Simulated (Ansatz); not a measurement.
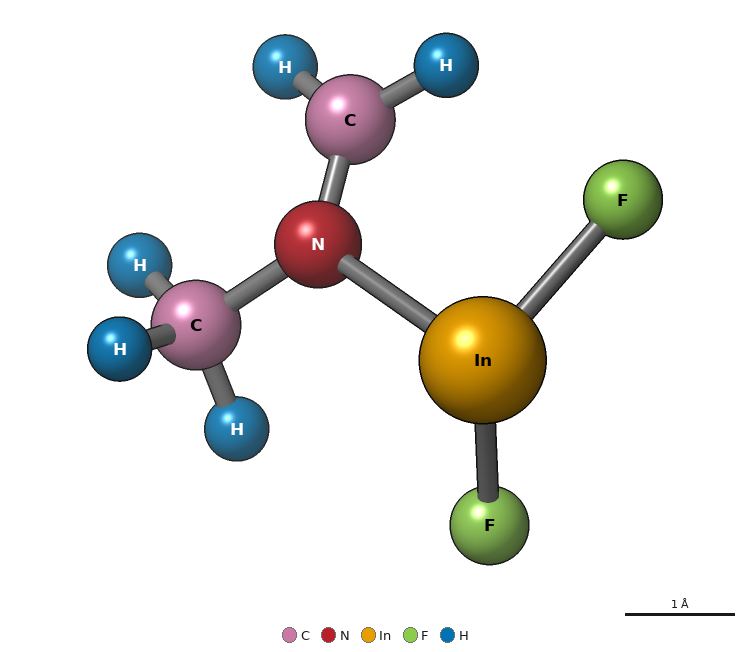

A ball-and-stick model of a molecule. Every bond is drawn as one stick, whatever its order.

Charge 0, doublet.

What does the picture show?

Formula C2H5F2InN. Its SMILES string is `[CH2][N](C)[In]([F])[F]`. This geometry has C1 symmetry. It is an open-shell species. Coordination: 1 C trigonal planar; 1 N trigonal planar; 1 C tetrahedral; 1 In trigonal pyramidal.

The parts below concern this one geometry. Atoms keep their numbers from picture to picture. The computed structure is the end point of a PBE0-D4/def2-TZVP optimisation.

### Dipole moment

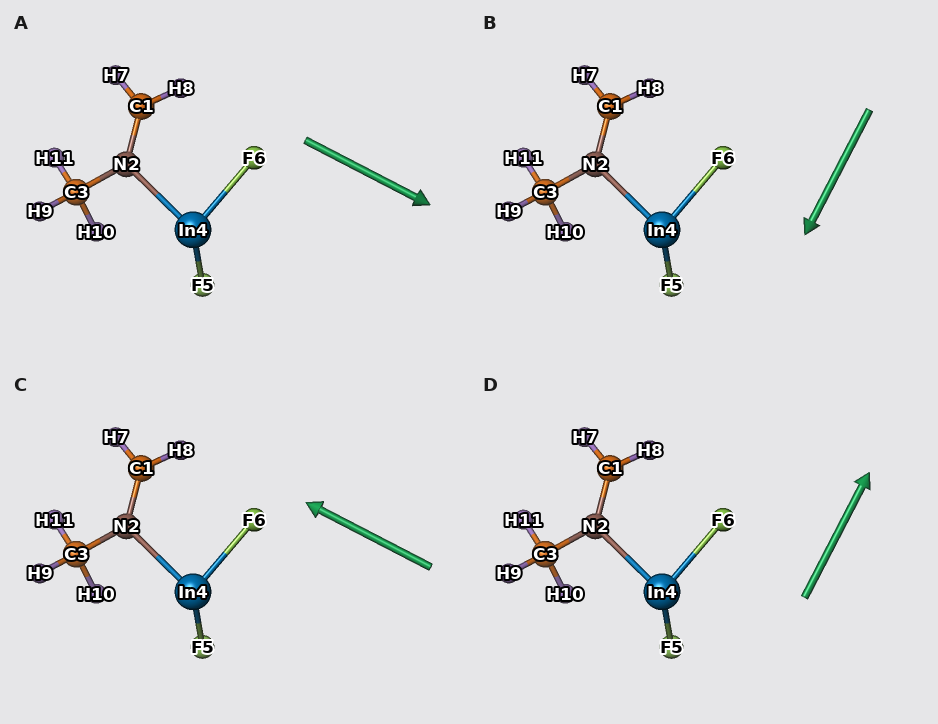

The same molecule four times, each with an arrow. Level of theory: UKS r2SCAN-D4/def2-TZVPP, core potentials on In (Ansatz 0.2.0).

Which arrow points along the dipole moment, from the negative to the positive end?

C. The dipole moment is 5.73 D; it points from the side of F5, F6 to the side of H11 (the outermost atoms at the two ends).

### Electronic properties

Properties computed with UKS BLYP-D4/def2-TZVPP, core potentials on In (Ansatz 0.2.0).

What is the HOMO energy (Kohn–Sham orbital)?

−4.98 eV.

Give the ⟨S²⟩ of the determinant at this level.

0.751.

Estimate the dispersion correction.

−51.4 kJ/mol.

### Vibrations

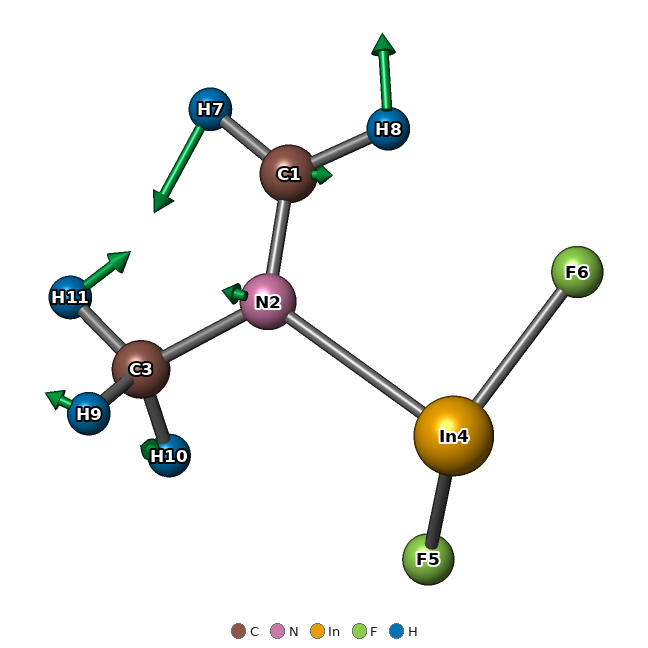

The arrows show one normal mode. Harmonic vibrations computed with UKS PBE0-D4/def2-TZVP, core potentials on In (Ansatz 0.2.0) at a stationary point of the same level.

Estimate its harmonic wavenumber.

1276 cm⁻¹; it is mode 17 of 27 counted from the lowest.
